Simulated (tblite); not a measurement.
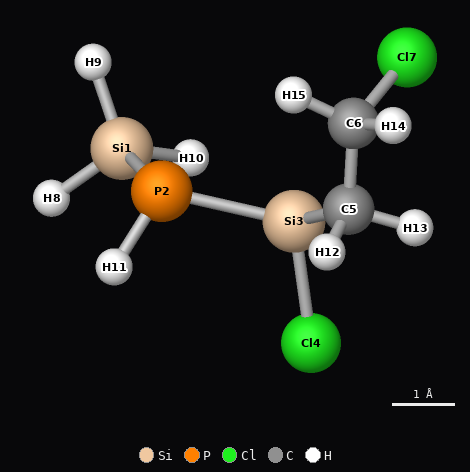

*The structure as given in the input (ball-and-stick view, seen at a tilt; atoms are numbered from 1 in the order of the input).*

**Geometry relaxation, with input and output: C$_{2}$H$_{8}$Cl$_{2}$PSi$_{2}$ (part 1 of 3)**

- system: C$_{2}$H$_{8}$Cl$_{2}$PSi$_{2}$, multiplicity 2
- method: GFN2-xTB geometry optimisation, gas phase (tblite 0.8.0)

It belongs to a series of runs on one base structure; here: H removed from Si.

Output
```
step      E/eV     max force
  0    -637.36608    2.141
  1    -637.53471    1.099
  2    -637.60487    0.667
  3    -637.64197    0.704
  4    -637.69190    0.698
  5    -637.72325    0.558
  6    -637.74056    0.417
  7    -637.75724    0.353
  8    -637.77047    0.328
  9    -637.78247    0.316
 10    -637.79223    0.327
 11    -637.79880    0.259
 12    -637.80460    0.231
 13    -637.81156    0.259
 14    -637.81856    0.242
 15    -637.82340    0.187
 16    -637.82606    0.124
 17    -637.82799    0.134
 18    -637.82989    0.192
 19    -637.83207    0.197
 20    -637.83427    0.139
 21    -637.83605    0.110
 22    -637.83723    0.085
 23    -637.83803    0.081
 24    -637.83873    0.070
 25    -637.83948    0.079
 26    -637.84019    0.058
 27    -637.84075    0.070
 28    -637.84119    0.055
 29    -637.84166    0.067
 30    -637.84223    0.083
 31    -637.84294    0.077
 32    -637.84383    0.073
 33    -637.84494    0.081
 34    -637.84626    0.090
 35    -637.84751    0.090
 36    -637.84837    0.066
 37    -637.84896    0.055
 38    -637.84959    0.060
 39    -637.85040    0.077
 40    -637.85133    0.091
 41    -637.85227    0.076
 42    -637.85311    0.074
 43    -637.85381    0.064
 44    -637.85433    0.050
 45    -637.85473    0.046
 46    -637.85513    0.048
 47    -637.85566    0.063
 48    -637.85638    0.072
 49    -637.85715    0.067
 50    -637.85776    0.061
 51    -637.85820    0.052
 52    -637.85857    0.065
 53    -637.85894    0.066
 54    -637.85938    0.054
 55    -637.86001    0.061
 56    -637.86093    0.089
 57    -637.86212    0.100
 58    -637.86339    0.082
 59    -637.86459    0.091
 60    -637.86588    0.107
 61    -637.86763    0.135
 62    -637.87008    0.166
 63    -637.87304    0.169
 64    -637.87625    0.164
 65    -637.87923    0.128
 66    -637.88188    0.126
 67    -637.88489    0.146
 68    -637.88835    0.171
 69    -637.89033    0.213
 70    -637.89359    0.363
 71    -637.89948    0.213
 72    -637.90525    0.155
 73    -637.91047    0.219
 74    -637.91645    0.150
 75    -637.92113    0.167
 76    -637.92390    0.131
 77    -637.92594    0.124
 78    -637.93015    0.145
 79    -637.93299    0.180
 80    -637.93901    0.168
 81    -637.94035    0.251
 82    -637.94515    0.112
 83    -637.94669    0.092
 84    -637.94772    0.081
 85    -637.94898    0.074
 86    -637.94970    0.065
 87    -637.95054    0.071
 88    -637.95108    0.066
 89    -637.95167    0.085
 90    -637.95247    0.096
 91    -637.95332    0.072
 92    -637.95408    0.069
 93    -637.95465    0.054
 94    -637.95509    0.042
 95    -637.95544    0.041
 96    -637.95575    0.041
 97    -637.95603    0.039
 98    -637.95629    0.037
 99    -637.95654    0.036
100    -637.95676    0.036
101    -637.95696    0.039
102    -637.95716    0.033
103    -637.95739    0.038
104    -637.95767    0.046
105    -637.95800    0.053
106    -637.95840    0.052
107    -637.95882    0.041
108    -637.95912    0.032
109    -637.95927    0.021
110    -637.95933    0.018
111    -637.95939    0.016
112    -637.95946    0.020
113    -637.95955    0.023
114    -637.95965    0.022
115    -637.95973    0.019
116    -637.95978    0.012
117    -637.95982    0.011
118    -637.95984    0.011
119    -637.95987    0.014
120    -637.95991    0.017
121    -637.95999    0.022
122    -637.96015    0.034
123    -637.96041    0.043
124    -637.96073    0.043
125    -637.96103    0.040
126    -637.96131    0.043
127    -637.96166    0.046
128    -637.96218    0.055
129    -637.96297    0.074
130    -637.96411    0.103
131    -637.96579    0.118
132    -637.96806    0.126
133    -637.96740    0.195
134    -637.97124    0.187
135    -637.97206    0.146
136    -637.97504    0.067
137    -637.97688    0.085
138    -637.97802    0.068
139    -637.97902    0.053
140    -637.97936    0.054
141    -637.97984    0.045
142    -637.98034    0.043
143    -637.98062    0.050
144    -637.98096    0.066
145    -637.98126    0.061
146    -637.98154    0.044
147    -637.98178    0.039
148    -637.98200    0.027
149    -637.98221    0.020
150    -637.98236    0.020
151    -637.98244    0.019
152    -637.98248    0.013
153    -637.98250    0.010
```

Trajectory as extended XYZ (Å, eV, eV/Å), 32 of the 154 frames kept, from step=0 to step=153
```
15
Properties=species:S:1:pos:R:3:forces:R:3 step=0 energy=-637.36608
Si    2.9413    0.3555    1.1546    0.4620  -0.6240   0.4180
P     1.4646    0.3380   -0.5213    0.7830   0.7320  -1.2310
Si   -0.2258   -0.9235    0.0924    0.9930  -0.9950   0.8130
Cl    0.1389   -2.9213   -0.3749   -0.1390   0.2070  -0.0530
C    -1.8274   -0.4486   -0.7163   -1.5940  -1.1800  -0.8060
C    -2.3666    0.8919   -0.3618   -0.9210   0.9460  -0.4790
Cl   -2.6727    0.9986    1.3996    0.2440   0.0890  -0.1960
H     4.2805   -0.0866    0.6954   -0.3240   0.0860  -0.0260
H     3.1169    1.7135    1.6938   -0.2160  -0.1210  -0.1670
H     2.5199   -0.5860    2.2380    0.0670   0.3770  -0.3800
H     2.1789   -0.3017   -1.6276   -0.5160   0.1770   1.1950
H    -1.8393   -0.5764   -1.8288    0.1900   0.1810   0.6810
H    -2.5980   -1.1828   -0.3393    0.6300   0.4180  -0.4100
H    -3.3676    0.9832   -0.8413    0.4720   0.2390   0.2790
H    -1.7480    1.7540   -0.6844   -0.1330  -0.5310   0.3630
15
Properties=species:S:1:pos:R:3:forces:R:3 step=5 energy=-637.72325
Si    2.9642    0.3258    1.1510   -0.1590   0.0950  -0.2350
P     1.5061    0.4726   -0.5759   -0.2950   0.0150   0.3090
Si   -0.1564   -0.9553    0.1361   -0.1470   0.4700  -0.2620
Cl    0.1261   -2.9242   -0.3964    0.0180   0.0370  -0.0970
C    -1.8612   -0.4833   -0.7126    0.0020  -0.1770  -0.0050
C    -2.4091    0.8890   -0.3820    0.0410   0.0140   0.0360
Cl   -2.6382    1.0170    1.3749   -0.0240   0.0390   0.1880
H     4.2727   -0.0920    0.6759    0.1320  -0.0960  -0.1260
H     3.0794    1.6846    1.6642   -0.0370   0.1100   0.0180
H     2.5111   -0.5640    2.2120   -0.0880  -0.1020   0.0090
H     2.1484   -0.3353   -1.4973    0.0230  -0.2360   0.1860
H    -1.8108   -0.5672   -1.8053    0.1550  -0.0420   0.1300
H    -2.6060   -1.2110   -0.3715    0.1330  -0.0440  -0.0970
H    -3.3919    1.0473   -0.8418    0.1600  -0.0100   0.0550
H    -1.7388    1.7039   -0.6531    0.0870  -0.0740  -0.1100
15
Properties=species:S:1:pos:R:3:forces:R:3 step=10 energy=-637.79223
Si    2.9567    0.3311    1.1247    0.0060   0.0880   0.0780
P     1.4695    0.5134   -0.5607    0.0780   0.0170  -0.0050
Si   -0.1685   -0.8960    0.1086   -0.0350  -0.2160   0.2430
Cl    0.1257   -2.8854   -0.4264    0.0370   0.2140  -0.0460
C    -1.8688   -0.4960   -0.7071    0.0720   0.0240  -0.0200
C    -2.4011    0.8787   -0.3685    0.0470   0.0010   0.0130
Cl   -2.6273    1.0328    1.3967    0.0470  -0.0100  -0.0700
H     4.2733   -0.1094    0.6403   -0.1700   0.0370  -0.0400
H     3.0573    1.6923    1.6530    0.0330  -0.0110  -0.0120
H     2.4918   -0.5693    2.1838   -0.0080  -0.0150  -0.0900
H     2.1219   -0.3885   -1.3816   -0.0590  -0.1120   0.0130
H    -1.7642   -0.5757   -1.7897   -0.0440   0.0430  -0.1190
H    -2.5910   -1.2508   -0.3984   -0.0350  -0.0290   0.0120
H    -3.3710    1.0654   -0.8297   -0.0500  -0.0300   0.0210
H    -1.7089    1.6655   -0.6668    0.0810  -0.0010   0.0220
15
Properties=species:S:1:pos:R:3:forces:R:3 step=15 energy=-637.82340
Si    2.9420    0.3590    1.1267   -0.0180  -0.0400   0.0300
P     1.4577    0.5144   -0.5467   -0.0930  -0.1060  -0.0570
Si   -0.1881   -0.8926    0.1686    0.0320   0.1120  -0.0020
Cl    0.1474   -2.8147   -0.4670    0.1010  -0.1480  -0.0550
C    -1.8587   -0.5046   -0.7139   -0.0410   0.0300   0.0260
C    -2.3815    0.8721   -0.3679   -0.0220  -0.0030  -0.0330
Cl   -2.6037    1.0358    1.3941    0.0820  -0.0370  -0.0070
H     4.2242   -0.1077    0.6017    0.0070   0.0360  -0.0490
H     3.0616    1.7122    1.6535    0.0280   0.0600   0.0510
H     2.4756   -0.5828    2.1433   -0.0110   0.0040   0.0370
H     2.0836   -0.4568   -1.3129   -0.0730  -0.0120   0.0290
H    -1.7514   -0.5657   -1.8031    0.0380  -0.0040   0.1010
H    -2.5837   -1.2663   -0.4163   -0.0170   0.0760  -0.0430
H    -3.3596    1.0616   -0.8133    0.0470   0.0350  -0.0440
H    -1.6699    1.6439   -0.6687   -0.0610  -0.0030   0.0160
15
Properties=species:S:1:pos:R:3:forces:R:3 step=20 energy=-637.83427
Si    2.9312    0.3677    1.1323   -0.0540   0.0180  -0.0730
P     1.4368    0.5011   -0.5505    0.0280   0.0490   0.1050
Si   -0.1931   -0.8929    0.1850   -0.0360  -0.1270  -0.0420
Cl    0.1835   -2.8150   -0.4906    0.0220   0.0360   0.0220
C    -1.8588   -0.5012   -0.7071    0.0090  -0.0490  -0.0270
C    -2.3789    0.8741   -0.3690    0.0360   0.0190  -0.0060
Cl   -2.5716    1.0267    1.3936   -0.0150   0.0180   0.0550
H     4.2042   -0.0927    0.5745   -0.0140   0.0380  -0.0050
H     3.0691    1.7235    1.6641   -0.0150  -0.0490  -0.0010
H     2.4669   -0.5845    2.1422    0.0130   0.0370   0.0250
H     2.0506   -0.4935   -1.2856    0.0050  -0.0580  -0.0370
H    -1.7307   -0.5640   -1.7901    0.0430  -0.0030  -0.0430
H    -2.5944   -1.2565   -0.4301   -0.0420   0.0000   0.0220
H    -3.3510    1.0725   -0.8222   -0.0140   0.0050   0.0350
H    -1.6681    1.6429   -0.6683    0.0330   0.0660  -0.0300
15
Properties=species:S:1:pos:R:3:forces:R:3 step=25 energy=-637.83948
Si    2.9190    0.3709    1.1277    0.0410  -0.0030   0.0370
P     1.4251    0.4895   -0.5400   -0.0370  -0.0260  -0.0650
Si   -0.2018   -0.9161    0.1860   -0.0080  -0.0180   0.0210
Cl    0.2099   -2.8198   -0.4984   -0.0030  -0.0300  -0.0070
C    -1.8592   -0.5033   -0.7108    0.0120   0.0290   0.0010
C    -2.3678    0.8792   -0.3703    0.0080   0.0000   0.0280
Cl   -2.5584    1.0260    1.3987    0.0170   0.0180  -0.0430
H     4.1918   -0.0738    0.5608    0.0100   0.0050  -0.0120
H     3.0687    1.7192    1.6709   -0.0400  -0.0010  -0.0120
H     2.4687   -0.5736    2.1501    0.0130   0.0080   0.0220
H     2.0322   -0.5127   -1.2825   -0.0190   0.0500   0.0370
H    -1.7145   -0.5651   -1.7925   -0.0260  -0.0060  -0.0110
H    -2.6097   -1.2454   -0.4340    0.0020   0.0080  -0.0360
H    -3.3448    1.0771   -0.8146    0.0100   0.0060   0.0310
H    -1.6636    1.6559   -0.6731    0.0210  -0.0390   0.0090
15
Properties=species:S:1:pos:R:3:forces:R:3 step=30 energy=-637.84223
Si    2.9156    0.3719    1.1259   -0.0310   0.0010  -0.0090
P     1.4056    0.4840   -0.5372    0.0020  -0.0040   0.0830
Si   -0.2098   -0.9356    0.1920    0.0080   0.0190  -0.0130
Cl    0.2229   -2.8302   -0.5076   -0.0260  -0.0200  -0.0030
C    -1.8573   -0.5034   -0.7145   -0.0320  -0.0310  -0.0060
C    -2.3565    0.8807   -0.3674    0.0050  -0.0030  -0.0220
Cl   -2.5416    1.0345    1.3973    0.0400  -0.0040   0.0480
H     4.1878   -0.0610    0.5455   -0.0170   0.0060   0.0090
H     3.0509    1.7199    1.6701   -0.0210   0.0300  -0.0110
H     2.4745   -0.5644    2.1611    0.0250  -0.0020  -0.0130
H     2.0170   -0.5190   -1.2658    0.0180  -0.0100  -0.0390
H    -1.7109   -0.5651   -1.7967   -0.0010   0.0300   0.0080
H    -2.6183   -1.2388   -0.4512   -0.0120  -0.0210   0.0040
H    -3.3374    1.0849   -0.7990    0.0220   0.0110  -0.0320
H    -1.6470    1.6497   -0.6745    0.0180  -0.0030  -0.0050
15
Properties=species:S:1:pos:R:3:forces:R:3 step=35 energy=-637.84751
Si    2.9030    0.3806    1.1309    0.0120   0.0290   0.0360
P     1.3706    0.4591   -0.5018    0.0250   0.0000  -0.0850
Si   -0.2313   -0.9816    0.1947   -0.0280  -0.0170  -0.0090
Cl    0.2233   -2.8663   -0.5206   -0.0490   0.0040  -0.0110
C    -1.8659   -0.5115   -0.7220    0.0110  -0.0040   0.0030
C    -2.3298    0.8826   -0.3619    0.0250  -0.0250   0.0210
Cl   -2.4792    1.0471    1.4107    0.0170  -0.0300  -0.0830
H     4.1724   -0.0301    0.5265   -0.0270   0.0250   0.0300
H     2.9974    1.7405    1.6587    0.0090  -0.0040  -0.0150
H     2.5070   -0.5521    2.1854    0.0130  -0.0250  -0.0030
H     1.9980   -0.5133   -1.2658   -0.0290   0.0380   0.0330
H    -1.7149   -0.5479   -1.8042    0.0340  -0.0190  -0.0030
H    -2.6436   -1.2369   -0.4835   -0.0270  -0.0010   0.0370
H    -3.3088    1.1064   -0.7893    0.0280   0.0360   0.0410
H    -1.6025    1.6315   -0.6797   -0.0130  -0.0070   0.0080
15
Properties=species:S:1:pos:R:3:forces:R:3 step=39 energy=-637.85040
Si    2.8934    0.3906    1.1371   -0.0510  -0.0120  -0.0220
P     1.3540    0.4542   -0.4943   -0.0440   0.0190   0.0340
Si   -0.2445   -1.0028    0.1956    0.0400   0.0190   0.0000
Cl    0.2104   -2.8805   -0.5337   -0.0410  -0.0100  -0.0170
C    -1.8706   -0.5205   -0.7256   -0.0030   0.0030  -0.0090
C    -2.3112    0.8783   -0.3594    0.0010   0.0270  -0.0380
Cl   -2.4408    1.0464    1.4066    0.0030  -0.0300   0.0710
H     4.1580   -0.0093    0.5207    0.0160   0.0230   0.0150
H     2.9713    1.7545    1.6497    0.0160   0.0280   0.0210
H     2.5252   -0.5525    2.1929   -0.0030  -0.0040  -0.0060
H     1.9828   -0.5128   -1.2531    0.0280  -0.0390  -0.0320
H    -1.7067   -0.5446   -1.8066   -0.0070  -0.0650   0.0020
H    -2.6602   -1.2377   -0.4941    0.0180   0.0390  -0.0020
H    -3.2877    1.1274   -0.7759   -0.0170  -0.0030   0.0030
H    -1.5774    1.6175   -0.6817    0.0440   0.0060  -0.0210
15
Properties=species:S:1:pos:R:3:forces:R:3 step=44 energy=-637.85433
Si    2.8697    0.4044    1.1433    0.0280   0.0190  -0.0100
P     1.3260    0.4428   -0.4842    0.0420  -0.0100  -0.0180
Si   -0.2551   -1.0311    0.1941   -0.0290  -0.0220  -0.0050
Cl    0.1747   -2.9080   -0.5542   -0.0180   0.0000  -0.0160
C    -1.8734   -0.5258   -0.7324    0.0170   0.0090   0.0120
C    -2.2835    0.8815   -0.3615    0.0110  -0.0080   0.0260
Cl   -2.3893    1.0313    1.4140    0.0230   0.0010  -0.0350
H     4.1427    0.0310    0.5255    0.0060   0.0180  -0.0060
H     2.9435    1.7760    1.6453   -0.0210  -0.0340   0.0180
H     2.5495   -0.5529    2.2031   -0.0380   0.0280  -0.0150
H     1.9712   -0.5104   -1.2548   -0.0080   0.0110   0.0270
H    -1.7025   -0.5655   -1.8117   -0.0310  -0.0070   0.0030
H    -2.6796   -1.2227   -0.5018    0.0070  -0.0020   0.0150
H    -3.2633    1.1526   -0.7569    0.0240  -0.0050  -0.0160
H    -1.5350    1.6049   -0.6899   -0.0130   0.0000   0.0190
```
